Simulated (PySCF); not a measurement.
**C2H5N, SMILES `C=CN`: what the electrons do**

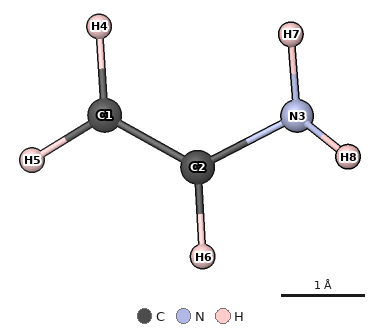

The molecule, with its atoms numbered as below. No frequency check shows the geometry to be a minimum.

Coordinates in Å:

```
C1       1.2327   -0.1962    0.0148
C2       0.0685    0.4395    0.0022
N3      -1.1689   -0.1724   -0.0823
H4       1.2881   -1.2716    0.0260
H5       2.1626    0.3392   -0.0031
H6       0.0230    1.5203   -0.0158
H7      -1.1622   -1.1612    0.1208
H8      -1.9364    0.3202    0.3459
```

Part 1: Bonding charge

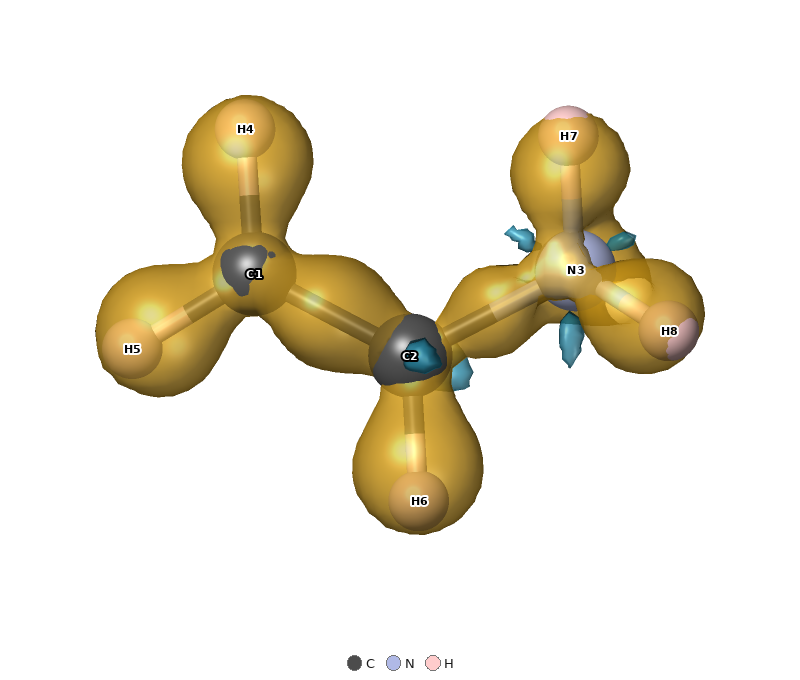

Deformation density (molecule less spherical, spin-averaged free atoms at the same positions), surfaces at ±0.15 e/Å³; yellow: gain, teal: loss.

PySCF calculation, PBE0/def2-SVP, gas phase; geometry: GFN2-xTB.

Question: How much density has each bond gained at its critical point, relative to the free atoms?

Answer: N3–H8: +0.82 e/Å³ at the bond critical point (bond length 1.01 Å, Mayer order 1.0). N3–H7: +0.82 e/Å³ at the bond critical point (bond length 1.01 Å, Mayer order 1.0). C2–H6: +0.74 e/Å³ at the bond critical point (bond length 1.08 Å, Mayer order 1.0). C1–C2: +0.69 e/Å³ at the bond critical point (bond length 1.33 Å, Mayer order 1.9). C1–H5: +0.69 e/Å³ at the bond critical point (bond length 1.07 Å, Mayer order 1.0). C1–H4: +0.67 e/Å³ at the bond critical point (bond length 1.08 Å, Mayer order 1.0). C2–N3: +0.37 e/Å³ at the bond critical point (bond length 1.38 Å, Mayer order 1.2). In all, 1.7 electrons gather in the regions of gain relative to the promolecule.

Question: Where do the Hirshfeld charges lie?

Answer: The highest Hirshfeld charge is on H8 (+0.13 e), the lowest on N3 (−0.19 e).

```csv
atom,charge (e)
C1,−0.17
C2,0.00
N3,−0.19
H4,+0.03
H5,+0.04
H6,+0.05
H7,+0.13
H8,+0.13
```

Part 2: Bond critical points

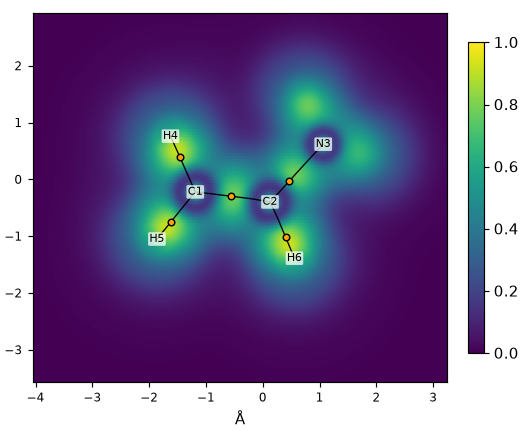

Localised orbital locator (LOL) in the plane of C1, C2, N3, H4, H5 and H6, with bond paths and bond critical points (dots).

Question: What values does LOL take at the bond critical points in this plane?

Answer: C2–H6: about 0.90; C1–H5: about 0.88; C1–H4: about 0.88; C1–C2: about 0.77; C2–N3: about 0.63. Values above 0.5 mark slow, localised electrons, as in shared pairs; low values at a critical point mark a polar or closed-shell contact whose critical point lies between the shells.

Question: Where along C2–N3 does the critical point lie?

Answer: 0.49 Å from C2 and 0.89 Å from N3.

Part 3: Local ionisation energy

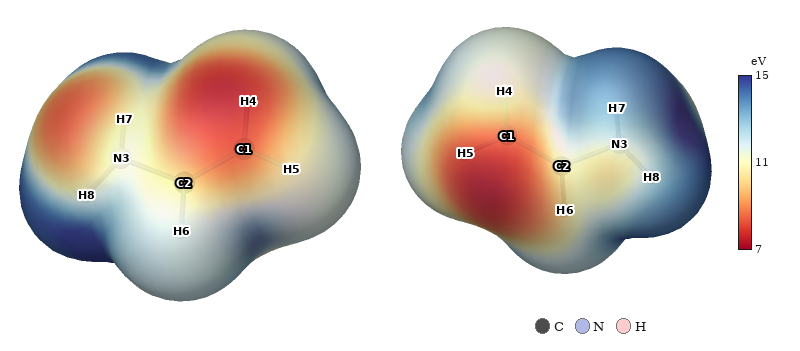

Average local ionisation energy on the surface of electron density 0.001 a.u. (back view left, front view right).

Question: Where are the most loosely bound electrons on this surface?

Answer: The lowest value is 7.2 eV, over C1, off the plane of its three bonds (2.1 Å). Further minima include 8.4 eV, 1.9 Å from N3. For comparison, the highest occupied orbital lies at −5.8 eV.

Part 4: Stretching a bond

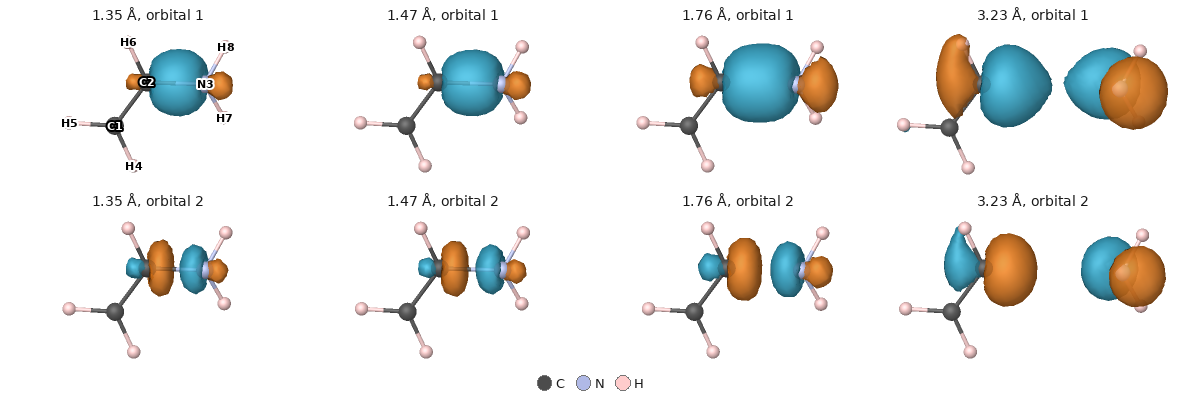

Rigid stretch of the C2–N3 bond. The two CASSCF(2,2) natural orbitals nearest half filling (orbital 1 the more occupied).

PySCF calculation, def2-SVPD basis, gas phase; geometry: GFN2-xTB.

Question: How do the occupations change along the stretch?

Answer: 1.35 Å: 1.99 and 0.01; 1.47 Å: 1.98 and 0.02; 1.76 Å: 1.95 and 0.05; 3.23 Å: 1.16 and 0.84. At the longest distance computed (4.12 Å) they are 1.04 and 0.96, and the effective number of unpaired electrons is 2.0.

UHF's ⟨S²⟩ passes 1 along the scan (up to 1.25), so it also polarises electrons outside the stretched bond; its energy lowering isn't due to that bond alone.

Question: Where does the UHF solution part from RHF?

Answer: Between 1.76 Å (⟨S²⟩ = 0, the two coincide) and 1.98 Å (⟨S²⟩ = 0.36); at 4.12 Å ⟨S²⟩ is 1.25 and UHF lies 5.9 eV below RHF.

Question: How much energy does the stretch cost?

Answer: By CASSCF, 4.1 eV from the lowest point of the scan (1.47 Å) to 4.12 Å; RHF gives 9.2 eV from its own lowest point. The fragments aren't relaxed and dynamic correlation is missing, so this isn't a bond dissociation energy.

The PySCF runs shown took 4.1 s and 120 s on 1 thread of Intel(R) Xeon(R) Platinum 8488C (Sapphire Rapids), with other jobs on the host.
